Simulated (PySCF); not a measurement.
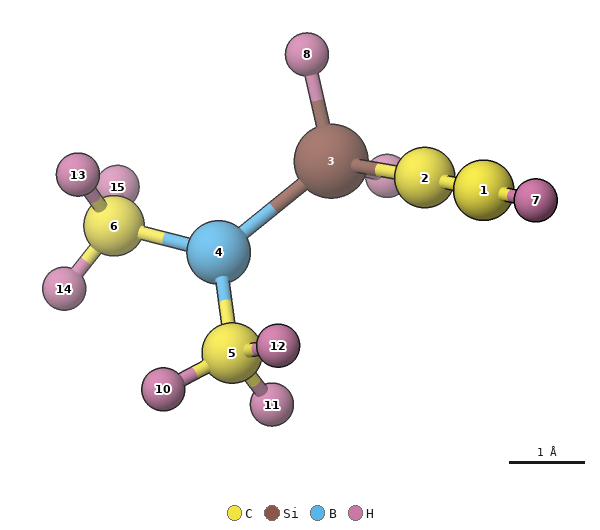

**Figure 1.** The input geometry (ball-and-stick view, seen at a tilt; atoms are numbered from 1 in the order of the input). Bond lengths as drawn: B–C 1.57 to 1.58 Å, B–Si 1.97 Å, C–C 1.20 Å, C–H 1.05 to 1.09 Å, C–Si 1.86 Å and H–Si 1.48 Å.

**NMR shielding calculation, with input and output: C$_{4}$H$_{9}$BSi**

The run: NMR shielding calculation of C$_{4}$H$_{9}$BSi, SMILES C#C[SiH2]B(C)C. Method and program: GIAO PBE0/pcSseg-1 NMR shielding, non-relativistic, gas phase (PySCF 2.14.0).

The geometry comes from this level: GFN2-xTB. It belongs to a series of runs on one base structure; here: H on Si replaced by BMe2. Figures and captions count atoms from 1; the log counts them from 0 in places.

Output
```
coarse grid: 12640 points
cycle   1  E = -471.6189623054  dE =  3.532e-01  |g| = 5.175e-01  |ddm| = 3.403e+00
cycle   2  E = -471.6091101323  dE =  9.852e-03  |g| = 5.495e-01  |ddm| = 1.062e+00
cycle   3  E = -471.6876098030  dE = -7.850e-02  |g| = 9.657e-02  |ddm| = 5.419e-01
cycle   4  E = -471.6894020401  dE = -1.792e-03  |g| = 4.609e-02  |ddm| = 8.884e-02
cycle   5  E = -471.6899481563  dE = -5.461e-04  |g| = 6.158e-03  |ddm| = 4.030e-02
cycle   6  E = -471.6899588409  dE = -1.068e-05  |g| = 1.473e-03  |ddm| = 8.935e-03
cycle   7  E = -471.6899594282  dE = -5.873e-07  |g| = 3.117e-04  |ddm| = 1.847e-03
final grid: 116320 points
cycle   8  E = -471.7235441664  dE = -2.788e-05  |g| = 7.109e-03  |ddm| = 2.558e-02
cycle   9  E = -471.7235416215  dE =  2.545e-06  |g| = 7.813e-03  |ddm| = 1.301e-02
cycle  10  E = -471.7235574786  dE = -1.586e-05  |g| = 4.340e-04  |ddm| = 6.700e-03
cycle  11  E = -471.7235574933  dE = -1.474e-08  |g| = 3.745e-04  |ddm| = 6.322e-04
cycle  12  E = -471.7235575279  dE = -3.456e-08  |g| = 6.881e-05  |ddm| = 2.712e-04
cycle  13  E = -471.7235575291  dE = -1.180e-09  |g| = 1.375e-05  |ddm| = 7.825e-05
cycle  14  E = -471.7235575291  dE = -4.991e-11  |g| = 2.723e-06  |ddm| = 1.939e-05
```

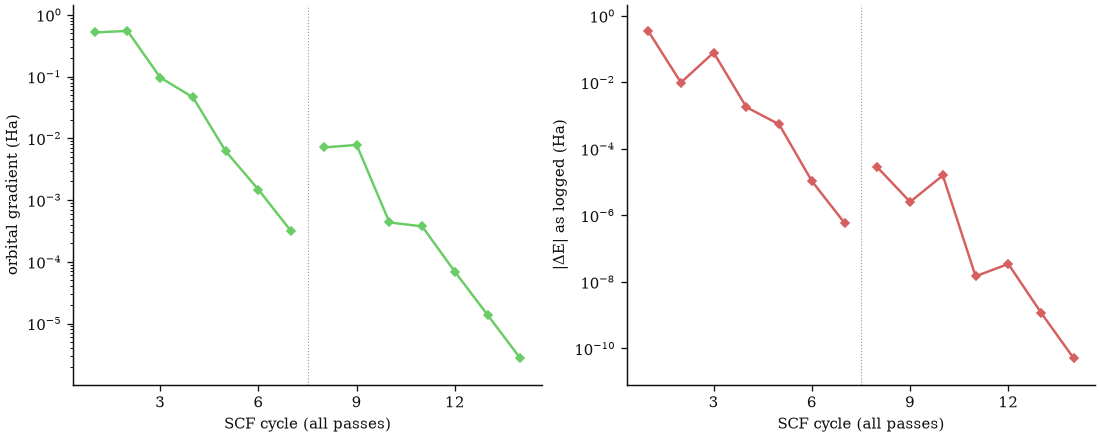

**Figure 2.** Convergence of the self-consistent field: orbital gradient and size of the energy change against the SCF cycle. The dotted line marks the change from a coarse to the final integration grid. The first 7 cycles use a coarse grid, the final grid takes over at cycle 8, and the field converges after 14 cycles in all.

```
converged SCF energy = -471.7235575291

GIAO shielding tensors (ppm)
atom      isotropic    diamagn.    paramagn.     s11        s22        s33       span
  0 C       83.656     260.111    -176.455     -1.805     -0.225    252.998    254.803
  1 C       99.767     259.942    -160.175      0.824      9.099    289.377    288.553
  2 Si     450.362     880.770    -430.407    398.885    463.582    488.620     89.735
  3 B       -7.915     194.507    -202.421    -80.081    -74.132    130.470    210.551
  4 C      161.943     253.449     -91.506    132.844    173.348    179.636     46.792
  5 C      162.665     252.468     -89.803    133.828    171.737    182.430     48.602
  6 H       29.889      32.882      -2.994     24.608     25.010     40.048     15.439
  7 H       27.386      27.951      -0.565     23.385     26.746     32.026      8.641
  8 H       27.298      27.555      -0.257     23.779     26.334     31.782      8.003
  9 H       30.028      31.413      -1.385     26.702     29.174     34.207      7.505
 10 H       30.576      30.405       0.172     26.274     29.782     35.674      9.400
 11 H       29.376      32.402      -3.026     24.742     29.464     33.920      9.178
 12 H       30.729      30.360       0.369     26.904     29.352     35.931      9.027
 13 H       30.020      30.345      -0.326     26.512     29.319     34.228      7.716
 14 H       29.996      30.071      -0.075     26.182     29.539     34.266      8.084
```

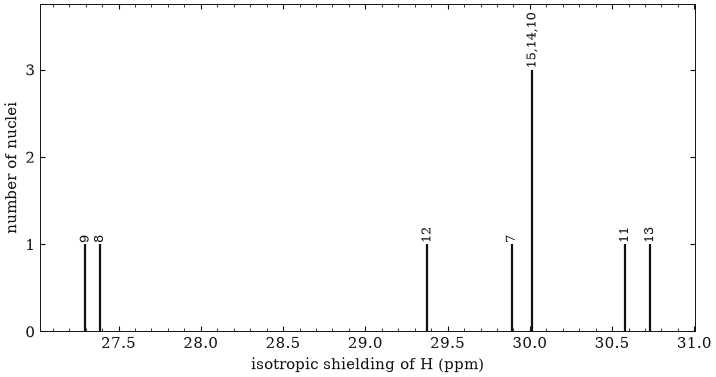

**Figure 3.** Isotropic shieldings of the hydrogen nuclei in this fixed geometry, labelled by atom number; shielding grows to the right, so chemical shift grows to the left. The least shielded is H9 (27.3 ppm), the most shielded H13 (30.7 ppm).

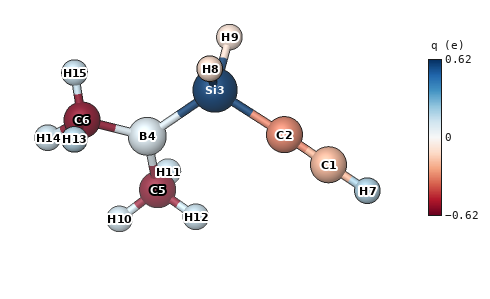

**Figure 4.** IAO charges, as the colour of each atom (ball-and-stick view, seen at a tilt; atoms are numbered from 1 in the order of the input). By element: C −0.56 to −0.21, Si +0.59, B +0.10 and H −0.10 to +0.20 e.

This output came from the following input.

Input file
```
{"job": {"kind": "nmr", "xc": "PBE0", "basis": "pcSseg-1"}, "charge": 0, "multiplicity": 1}
C      3.278516    -0.956662     0.132927
C      2.403261    -0.146140    -0.017887
Si     1.009818     1.061685    -0.250811
B     -0.735818     0.150925    -0.308757
C     -0.835830    -1.353361    -0.762212
C     -2.050153     0.921142     0.092635
H      4.054312    -1.655434     0.268901
H      1.190112     2.039335     0.843425
H      1.351898     1.788798    -1.493264
H     -1.784450    -1.836419    -0.531502
H     -0.718233    -1.393125    -1.847939
H     -0.031195    -1.970926    -0.363239
H     -2.113949     0.924120     1.183657
H     -2.970312     0.464502    -0.269869
H     -2.052390     1.969548    -0.203631
```

The first line tells a small driver script what to run in PySCF; the rest is the geometry in Å.

Launched with:
```bash
OMP_NUM_THREADS=1 python <driver script> task.json out
```

Key numbers

| quantity | value |
| --- | --- |
| outcome | converged |
| total energy | −471.723558 hartree |
| HOMO | −7.64 eV |
| LUMO | −1.66 eV |
| dipole moment | 1.42 D |
| isotropic shielding, C | 83.7 to 162.7 ppm |
| isotropic shielding, Si | 450.4 ppm |
| isotropic shielding, B | −7.9 ppm |
| isotropic shielding, H | 27.3 to 30.7 ppm |
| hardware | 1 CPU thread, shared host |
| wall time | 45 s |
| peak memory | 0.72 GiB |
